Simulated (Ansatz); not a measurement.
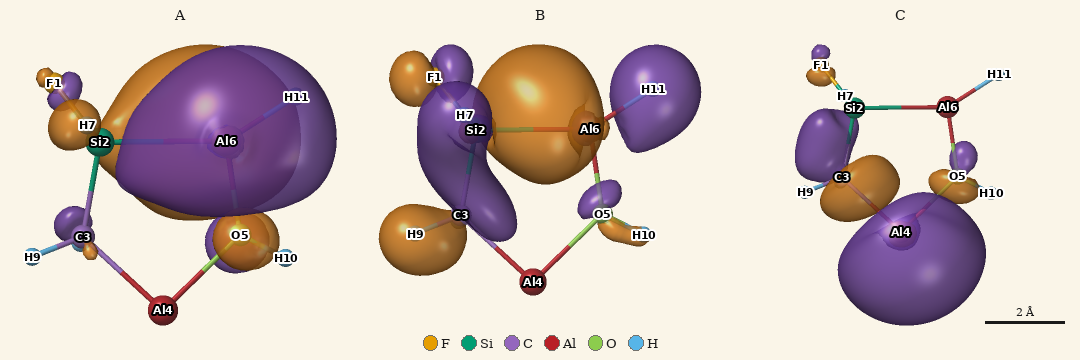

Figure. CH5Al2FOSi. Three frontier orbitals at ±0.08 Å⁻³ᐟ² (orange and purple are the two phases), in no order.

Theory: Ansatz, RKS BHLYP-D4/def2-SVP.

```yaml
atoms:
  - { symbol: F, position_ang: [-1.7642, -2.1549, 0.3092] }
  - { symbol: Si, position_ang: [-0.5095, -1.1263, 0.4789] }
  - { symbol: C, position_ang: [0.4440, -0.7351, -1.0359] }
  - { symbol: Al, position_ang: [1.4639, 1.0601, -1.1252] }
  - { symbol: O, position_ang: [-0.0608, 1.9840, -0.0442] }
  - { symbol: Al, position_ang: [-1.2425, 1.1376, 0.9746] }
  - { symbol: H, position_ang: [0.3443, -1.6984, 1.5490] }
  - { symbol: H, position_ang: [-0.2667, -0.5552, -1.8619] }
  - { symbol: H, position_ang: [1.1098, -1.5447, -1.3577] }
  - { symbol: H, position_ang: [0.0342, 2.9352, -0.0915] }
  - { symbol: H, position_ang: [-2.2052, 2.0964, 1.7670] }
```

### Order the three orbitals by energy and name them.

B is the HOMO−1 (−8.51 eV). It lies mainly on Si2 (about 35 %), Al6 (about 30 %), C3 (about 10 %) and H11 (about 10 %). C is the HOMO (−5.60 eV). Its weight (Hirshfeld) is mainly on Al4 (about 75 %) and C3 (about 10 %). A is the LUMO (−1.23 eV). By Hirshfeld shares it lies mainly on Al6 (about 70 %) and Si2 (about 15 %).

### What is the HOMO–LUMO gap?

4.37 eV between the orbital energies.
